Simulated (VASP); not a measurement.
# YZnC with revPBE: from relaxation to properties, part 2 of 4

What structure does YZnC take at this level, and what are its properties? The cell is invented: it takes the structure of a Materials Project entry for YCoC (space group 123 there), with some of its atoms replaced by other elements, volume scaled by an estimate. It may not be a known or stable phase. Left out of this account: 1 further run (elastic: elastic constants of a metal on too coarse a mesh). The atoms of the start are displaced at random from the sites of a P4/mmm cell.

VASP 6.6.1, plane waves and PAW; the level of theory is named at each step.

Still holding for the runs below: This run has no spin polarisation. Its electron count is odd, so without a moment it is a metal by construction. The k-mesh is coarse for a metal.

So far. Step 2 (Relaxing cell and atoms (revPBE)): It ends with a largest force of 0.003 eV/Å and a pressure of -0.03 GPa.

### Step 3. Second relaxation

Level of this step: revPBE; plane waves and PAW (Y_sv, Zn, C); invented cell (VASP).

A relaxation keeps the plane waves of the cell it began with, so it is repeated from the new cell, on a basis made for it.

Contents of INCAR:

```
SYSTEM = YZnC
PREC = Accurate
ENCUT = 520
EDIFF = 1E-06
NELM = 100
ISMEAR = -1
SIGMA = 0.05
LREAL = .FALSE.
ALGO = Normal
GGA = RE
NBANDS = 19
LORBIT = 11
LWAVE = .FALSE.
LCHARG = .FALSE.
IBRION = 2
NSW = 60
ISIF = 3
EDIFFG = -0.01
```

Contents of POSCAR:

```
YZnC
1.0
    3.5981806900      0.0000000000      0.0000000000
    0.0000000000      3.5981806900      0.0000000000
    0.0000000000      0.0000000000      3.9575466600
Y Zn C
1 1 1
Direct
    0.5000000000      0.5000000000      0.0000000000
    0.0000000000      0.0000000000      0.5000000000
    0.0000000000      0.0000000000      0.0000000000
```

Contents of KPOINTS:

```
Automatic mesh
0
Gamma
5 5 5
0 0 0
```

Potentials, in the order of the species: Y_sv, Zn and C (PBE family, release 64).

The cell reached was symmetrised within 0.01 Å before this step, which raises the operations from 1 to 16, which the run then keeps.

The run is started by

```console
$ mpirun -np 1 vasp_std
```

The log of the run:

```text
[banner, memory and clock lines left out]
running    1 mpi-ranks, on    1 nodes
 distrk:  each k-point on    1 cores,    1 groups
 distr:  one band on    1 cores,    1 groups

 POSCAR found type information on POSCAR Y ZnC
 POSCAR found :  3 types and       3 ions
 [... a notice as in an earlier step ...]

 LDA part: xc-table for (Slater+PW92), standard interpolation
 POSCAR, INCAR and KPOINTS ok, starting setup
 FFT: planning ... GRIDC
 FFT: planning ... GRID_SOFT
 FFT: planning ... GRID
 WAVECAR not read
 entering main loop
       N       E                     dE             d eps       ncg     rms          rms(c)
DAV:   1     0.149577987220E+03    0.14958E+03   -0.13696E+04   684   0.164E+03
DAV:   2    -0.567728051719E+01   -0.15526E+03   -0.14894E+03   720   0.350E+02
DAV:   3    -0.194810049508E+02   -0.13804E+02   -0.13628E+02   997   0.882E+01
DAV:   4    -0.200135096383E+02   -0.53250E+00   -0.52960E+00   985   0.134E+01
DAV:   5    -0.200224795449E+02   -0.89699E-02   -0.89677E-02   922   0.155E+00    0.290E+01
DAV:   6    -0.160164966303E+02    0.40060E+01   -0.21934E+01  1019   0.645E+01    0.264E+01
DAV:   7    -0.160399912020E+02   -0.23495E-01   -0.21639E+00   842   0.123E+01    0.178E+01
DAV:   8    -0.160739304976E+02   -0.33939E-01   -0.91687E-01   763   0.450E+00    0.380E+00
DAV:   9    -0.160067479644E+02    0.67183E-01   -0.34618E-01   904   0.268E+00    0.633E-01
DAV:  10    -0.160072742765E+02   -0.52631E-03   -0.14935E-02   769   0.851E-01    0.295E-01
DAV:  11    -0.160072981054E+02   -0.23829E-04   -0.26128E-03   962   0.449E-01    0.796E-02
DAV:  12    -0.160072262589E+02    0.71846E-04   -0.77565E-04   986   0.188E-01    0.422E-02
DAV:  13    -0.160072148651E+02    0.11394E-04   -0.78154E-05   977   0.641E-02    0.177E-02
DAV:  14    -0.160072169010E+02   -0.20358E-05   -0.58588E-06   808   0.223E-02    0.275E-03
DAV:  15    -0.160072169482E+02   -0.47210E-07   -0.24313E-07   426   0.564E-03
   1 F= -.16007217E+02 E0= -.15998691E+02  d E =-.160072E+02
 curvature:   0.00 expect dE= 0.000E+00 dE for cont linesearch  0.000E+00
 trial: gam= 0.00000 g(F)=  0.000E+00 g(S)=  0.102E-05 ort = 0.000E+00 (trialstep = 0.100E+01)
 search vector abs. value=  0.102E-05
 reached required accuracy - stopping structural energy minimisation
```

It took 31 s on 1 MPI rank of AMD EPYC 7R43, shared host; peak memory 0.15 GiB.

From OUTCAR (step 3):

```text
  LATTYP: Found a simple tetragonal cell.
 ALAT       =     3.5981806900
 C/A-ratio  =     1.0998743534

 Subroutine GETGRP returns: Found 16 space group operations
 (whereof 16 operations were pure point group operations)

The static configuration has the point symmetry D_4h.

 Found     18 irreducible k-points:

   k-points           NKPTS =     18   k-points in BZ     NKDIM =     18   number of bands    NBANDS=     19

   dimension x,y,z NGX =    28 NGY =   28 NGZ =   30
   dimension x,y,z NGXF=    56 NGYF=   56 NGZF=   60

   ENCUT  =  520.0 eV  38.22 Ry    6.18 a.u.   6.69  6.69  7.36*2*pi/ulx,y,z

   NELECT =      27.0000    total number of electrons

 E-fermi :   3.4847

 k-point     1 :       0.0000    0.0000    0.0000
  band No.  band energies     occupation
    ...
     10      -3.5932      2.00000
     11       0.9508      2.00000
     12       1.3282      2.00000
     13       3.2138      1.99116
     14       3.2138      1.99116
     15       4.0944      0.00001
     16       7.8880      0.00000
     17       7.8880      0.00000
     18       8.0014      0.00000
     19       8.8993      0.00000

 k-point     2 :       0.2000    0.0000    0.0000
  band No.  band energies     occupation
    ...
     10      -3.4913      2.00000
     11       0.8397      2.00000
     12       1.1386      2.00000
     13       2.0023      2.00000
     14       2.3968      2.00000
     15       5.5425      0.00000
     16       7.5256      0.00000
     17       7.8933      0.00000
     18       7.9750      0.00000
     19       9.4802      0.00000

  Total        0.0005868      0.0005868     -0.0079340      0.0000000      0.0000000      0.0000000
  in kB        0.0183497      0.0183497     -0.2480908      0.0000000      0.0000000      0.0000000
  external PRESSURE =      -0.0704638 kB  Pullay stress =       0.0000000 kB

  energy-cutoff  :      520.00
  volume of cell :       51.24
      direct lattice vectors                 reciprocal lattice vectors
     3.598180690  0.000000000  0.000000000     0.277918228  0.000000000  0.000000000
     0.000000000  3.598180690  0.000000000     0.000000000  0.277918228  0.000000000
     0.000000000  0.000000000  3.957546660     0.000000000  0.000000000  0.252681797

 POSITION                                       TOTAL-FORCE (eV/Angst)
 -----------------------------------------------------------------------------------
      1.79909      1.79909      0.00000         0.000000      0.000000      0.000000
      0.00000      0.00000      1.97877         0.000000      0.000000      0.000000
      0.00000      0.00000      0.00000         0.000000      0.000000      0.000000
 -----------------------------------------------------------------------------------
    total drift:                                0.000000      0.000000      0.000000

  FREE ENERGIE OF THE ION-ELECTRON SYSTEM (eV)
  ---------------------------------------------------
  free  energy   TOTEN  =       -16.0072169482 eV

  energy  without entropy=      -15.9901656613  energy(sigma->0) =      -15.99869130

 total charge
# of ion       s       p       d       f       tot
--------------------------------------------------
    1        2.182   6.423   0.988   0.049   9.642
    2        0.601   0.568   9.718   0.000  10.887
    3        0.867   1.445   0.000   0.000   2.312
--------------------------------------------------
tot          3.650   8.436  10.706   0.049  22.841

[... 1 part as in an earlier step ...]

[... 7 further parts left out ...]
```

The run keeps the 16 symmetry operations of its start, so it cannot find a distortion of lower symmetry.

Little changed from the start: no atom moved by 0.005 Å and no cell edge by 0.1 %.

This step gave:

| Quantity | Value |
| --- | --- |
| irreducible k-points | 18 |
| symmetry operations | 16 |
| pressure | -0.007046 GPa |
| SCF cycles over all ionic steps | 15 |

It ends with forces that vanish by symmetry and a pressure of -0.01 GPa. The volume moved by under 0.01 %: the run met its threshold at the first step.

### Step 4. Density, ELF and potential (revPBE)

The relaxed cell gets a fresh self-consistent run, on a basis set for its own volume, to fix the density and to check the remaining stress.

Changes to INCAR since step 3:

```diff
@@ -13,6 +13,5 @@
 LWAVE = .FALSE.
-LCHARG = .FALSE.
-IBRION = 2
-NSW = 60
-ISIF = 3
-EDIFFG = -0.01
+LCHARG = .TRUE.
+ISIF = 2
+LELF = .TRUE.
+LVHAR = .TRUE.
```

POSCAR is that of step 3.

KPOINTS is that of step 3.

The run is started by

```console
$ mpirun -np 1 vasp_std
```

The log of the run:

```text
[... set-up lines as in an earlier step ...]
 entering main loop
       N       E                     dE             d eps       ncg     rms          rms(c)
[... 15 cycles as in an earlier step ...]
   1 F= -.16007217E+02 E0= -.15998691E+02  d E =-.170513E-01
```

Wall time 33 s (1 MPI rank); peak memory 0.15 GiB.

From OUTCAR (step 4):

```text
The static configuration has the point symmetry D_4h.

 Found     18 irreducible k-points:

   NELECT =      27.0000    total number of electrons

 E-fermi :   3.4847

[... 20 parts as in an earlier step ...]
```

Numbers from this step:

```yaml
scf_cycles: 15
```

Valence electrons inside each PAW sphere by angular momentum. Sphere charges, by row:

```csv
atom,s (e),p (e),d (e),f (e),tot (e)
Y1,2.182,6.423,0.988,0.049,9.642
Zn2,0.601,0.568,9.718,0,10.89
C3,0.867,1.445,0,0,2.312
```

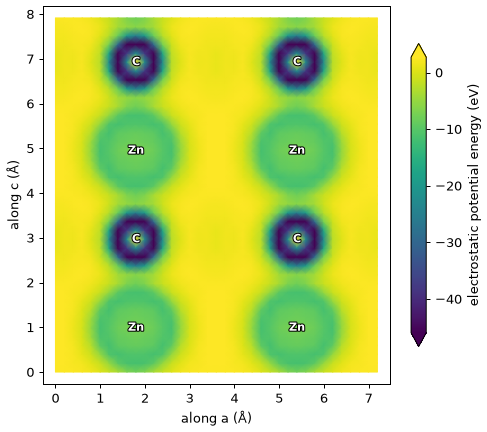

Electrostatic potential energy in the ac plane at fractional y = 0.000, with atoms of Zn and C within 0.2 Å of it. With pseudopotentials it is smooth inside the atoms' cores, unlike the true potential. The map starts off the cell's origin, so that atoms lie inside it.

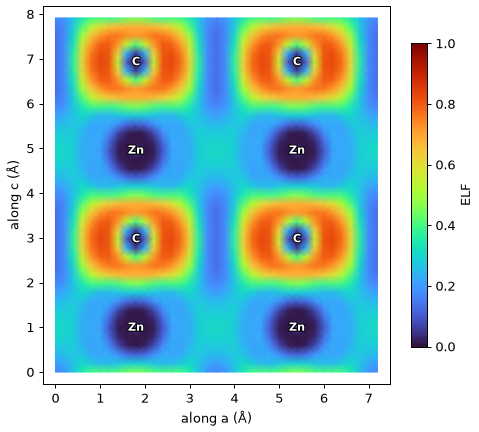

ELF in the ac plane at fractional y = 0.000, with atoms of Zn and C within 0.2 Å of it. It is the smooth field of the valence electrons, not physical close to the nuclei. The map starts off the cell's origin, so that atoms lie inside it.

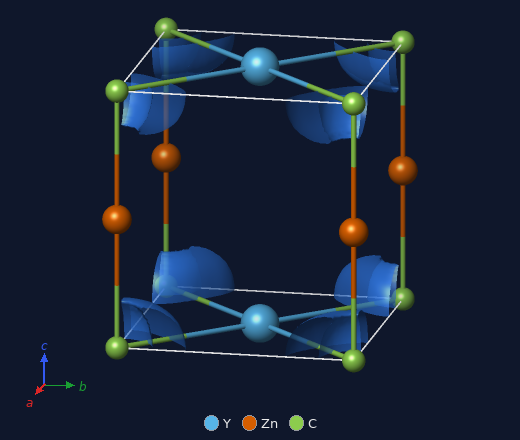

Surface of ELF = 0.75.

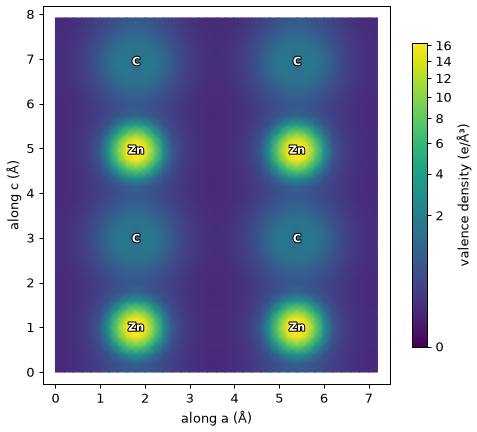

Valence density in the ac plane at fractional y = 0.000, with atoms of Zn and C within 0.2 Å of it. It is the smooth field of the valence electrons, not physical close to the nuclei. The map starts off the cell's origin, so that atoms lie inside it. The colour scale is stretched toward low values.

In this run the pressure is -0.01 GPa, small enough to go on.

### Step 5. Band structure (revPBE)

Levels along the symmetry lines show where the bands peak and cross; KPOINTS_OPT computes them in the converged potential.

Contents of INCAR:

```
SYSTEM = YZnC
PREC = Accurate
ENCUT = 520
EDIFF = 1E-06
NELM = 100
ISMEAR = -1
SIGMA = 0.05
LREAL = .FALSE.
ALGO = Normal
GGA = RE
NBANDS = 26
LORBIT = 11
LWAVE = .FALSE.
LCHARG = .FALSE.
```

POSCAR is that of step 4.

KPOINTS is that of step 4.

Contents of KPOINTS_OPT:

```
Line mode
16
Line-mode
Reciprocal
  0.00000000   0.00000000   0.00000000 GAMMA
  0.00000000   0.50000000   0.00000000 X

  0.00000000   0.50000000   0.00000000 X
  0.50000000   0.50000000   0.00000000 M

  0.50000000   0.50000000   0.00000000 M
  0.00000000   0.00000000   0.00000000 GAMMA

  0.00000000   0.00000000   0.00000000 GAMMA
  0.00000000   0.00000000   0.50000000 Z

  0.00000000   0.00000000   0.50000000 Z
  0.00000000   0.50000000   0.50000000 R

  0.00000000   0.50000000   0.50000000 R
  0.50000000   0.50000000   0.50000000 A

  0.50000000   0.50000000   0.50000000 A
  0.00000000   0.00000000   0.50000000 Z

  0.00000000   0.50000000   0.00000000 X
  0.00000000   0.50000000   0.50000000 R

  0.50000000   0.50000000   0.00000000 M
  0.50000000   0.50000000   0.50000000 A
```

The run is started by

```console
$ mpirun -np 1 vasp_std
```

The log of the run:

```text
[... set-up lines as in an earlier step ...]
 entering main loop
       N       E                     dE             d eps       ncg     rms          rms(c)
DAV:   1     0.153614845599E+03    0.15361E+03   -0.12581E+04   936   0.120E+03
DAV:   2    -0.526935763122E+01   -0.15888E+03   -0.14856E+03   960   0.292E+02
DAV:   3    -0.195130600195E+02   -0.14244E+02   -0.13882E+02  1350   0.741E+01
DAV:   4    -0.200080647355E+02   -0.49500E+00   -0.49145E+00  1082   0.113E+01
DAV:   5    -0.200221210594E+02   -0.14056E-01   -0.14025E-01  1132   0.170E+00    0.290E+01
DAV:   6    -0.160963773399E+02    0.39257E+01   -0.11360E+01  1248   0.471E+01    0.251E+01
DAV:   7    -0.160387646257E+02    0.57613E-01   -0.15856E+00  1144   0.918E+00    0.181E+01
DAV:   8    -0.160370316730E+02    0.17330E-02   -0.43678E-01  1050   0.367E+00    0.730E+00
DAV:   9    -0.160076004345E+02    0.29431E-01   -0.63279E-02  1008   0.137E+00    0.557E-01
DAV:  10    -0.160071788696E+02    0.42156E-03   -0.42456E-03  1124   0.394E-01    0.233E-01
DAV:  11    -0.160072267006E+02   -0.47831E-04   -0.59290E-04  1138   0.218E-01    0.423E-02
DAV:  12    -0.160072141665E+02    0.12534E-04   -0.38660E-05  1070   0.541E-02    0.129E-02
DAV:  13    -0.160072165812E+02   -0.24147E-05   -0.91276E-06  1148   0.195E-02    0.139E-02
DAV:  14    -0.160072168377E+02   -0.25647E-06   -0.13201E-06   704   0.843E-03
   1 F= -.16007217E+02 E0= -.15998690E+02  d E =-.170537E-01
 Start KPOINTS_OPT (optional k-point list driver)
k-point batch [1-18\144]
       N       E                     dE             ncg
DAV:   1    -0.112179534868E+04   -0.84645E+04      936
DAV:   2    -0.389394522284E+04   -0.27721E+04      980
DAV:   3    -0.413247533358E+04   -0.23853E+03     1300
DAV:   4    -0.414365341573E+04   -0.11178E+02     1156
DAV:   5    -0.414381540190E+04   -0.16199E+00     1132
DAV:   6    -0.414381774113E+04   -0.23392E-02     1060
DAV:   7    -0.414381778838E+04   -0.47246E-04     1120
DAV:   8    -0.414381778948E+04   -0.10989E-05      878
DAV:   9    -0.414381778952E+04   -0.40538E-07      680
[...]
k-point batch [127-144\144]
       N       E                     dE             ncg
DAV:   1    -0.113823298919E+04   -0.19803E+05      936
DAV:   2    -0.388990201736E+04   -0.27517E+04     1058
DAV:   3    -0.411777626589E+04   -0.22787E+03     1428
DAV:   4    -0.412251897718E+04   -0.47427E+01     1148
DAV:   5    -0.412261936691E+04   -0.10039E+00     1074
DAV:   6    -0.412262149744E+04   -0.21305E-02     1114
DAV:   7    -0.412262155632E+04   -0.58883E-04     1146
DAV:   8    -0.412262155791E+04   -0.15929E-05      952
DAV:   9    -0.412262155797E+04   -0.61234E-07      864
```

The job ended after 2.7 min (1 MPI rank; peak memory 0.16 GiB).

Parts of OUTCAR (step 5):

```text
   k-points           NKPTS =     18   k-points in BZ     NKDIM =     18   number of bands    NBANDS=     26

   NELECT =      27.0000    total number of electrons

 E-fermi :   3.4848

 k-point     1 :       0.0000    0.0000    0.0000
  band No.  band energies     occupation
    ...
     10      -3.5933      2.00000
     11       0.9511      2.00000
     12       1.3283      2.00000
     13       3.2141      1.99113
     14       3.2141      1.99113
     15       4.0943      0.00001
     16       7.8878      0.00000
     17       7.8878      0.00000
     18       8.0013      0.00000
     19       8.8993      0.00000
    ...

  Total        0.0085064      0.0085064      0.0015033      0.0000000     -0.0000000      0.0000000
  in kB        0.2659883      0.2659883      0.0470083      0.0000000     -0.0000000      0.0000000
  external PRESSURE =       0.1929950 kB  Pullay stress =       0.0000000 kB

  FREE ENERGIE OF THE ION-ELECTRON SYSTEM (eV)
  ---------------------------------------------------
  free  energy   TOTEN  =       -16.0072168377 eV

  energy  without entropy=      -15.9901631770  energy(sigma->0) =      -15.99869001

[... 9 parts as in an earlier step ...]

[... 8 further parts left out ...]
```

This step gave:

| Quantity | Value |
| --- | --- |
| SCF cycles | 14 |
| bands | 26 |
| pressure | 0.01930 GPa |

The electronic bands at the labelled points (eV, zero at the Fermi level; # counts the bands kept, so #1 is VASP's band 6):

| point | #6 | #7 | #8 | #9 | #10 | #11 | #12 | #13 |
| --- | --- | --- | --- | --- | --- | --- | --- | --- |
| Γ | -2.53 | -2.16 | -0.27 | -0.27 | 0.61 | 4.40 | 4.40 | 4.52 |
| X | -4.37 | -2.86 | -2.12 | -0.43 | 1.01 | 4.65 | 4.67 | 5.29 |
| M | -2.14 | -2.14 | -1.98 | 0.80 | 2.66 | 2.66 | 3.41 | 3.97 |
| Γ | -2.53 | -2.16 | -0.27 | -0.27 | 0.61 | 4.40 | 4.40 | 4.52 |
| Z | -5.82 | 0.66 | 0.66 | 0.91 | 2.15 | 2.15 | 3.92 | 4.55 |
| R | -5.24 | -2.62 | -1.32 | -0.49 | 3.66 | 4.04 | 5.02 | 5.69 |
| A | -3.58 | -1.29 | -1.29 | -0.45 | -0.45 | 4.59 | 5.29 | 6.53 |
| Z | -5.82 | 0.66 | 0.66 | 0.91 | 2.15 | 2.15 | 3.92 | 4.55 |
| jump to X | -4.37 | -2.86 | -2.12 | -0.43 | 1.01 | 4.65 | 4.67 | 5.29 |
| R | -5.24 | -2.62 | -1.32 | -0.49 | 3.66 | 4.04 | 5.02 | 5.69 |
| jump to M | -2.14 | -2.14 | -1.98 | 0.80 | 2.66 | 2.66 | 3.41 | 3.97 |
| A | -3.58 | -1.29 | -1.29 | -0.45 | -0.45 | 4.59 | 5.29 | 6.53 |

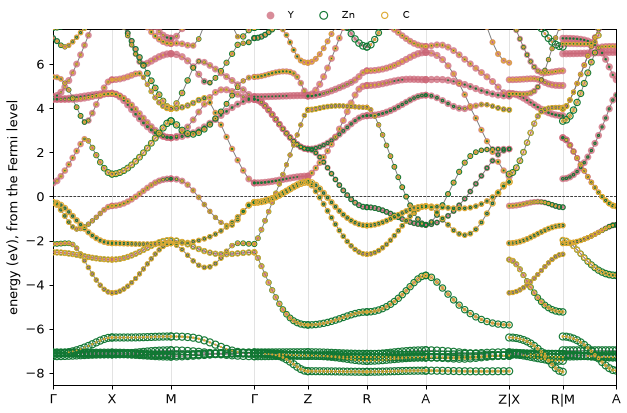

Electronic bands along the path; dots are coloured as in the legend, and their area grows with the weight.

There is no gap at this level.

Of the bands kept, 4 cross the Fermi level on this path.

[end of part 2 of 4]

[Lines on the potential files, build, host, timing and source positions are cut from VASP's logs without a mark.]

[Logs are printed without paths, hosts, clocks, repeated set-up lines and the standing remarks that a program may print on its own settings, such as how far it seeks lower states.]

[Hosts, paths, dates, database ids (printed as entryN), source tags and the programs' standing remarks are cut or masked in the printed files.]

[A measured line is paired with the nearest computed mode of its activity, which favours agreement.]

[In band tables of VASP the shares of atoms and orbitals are scaled to a sum of 1 inside the atoms' spheres.]
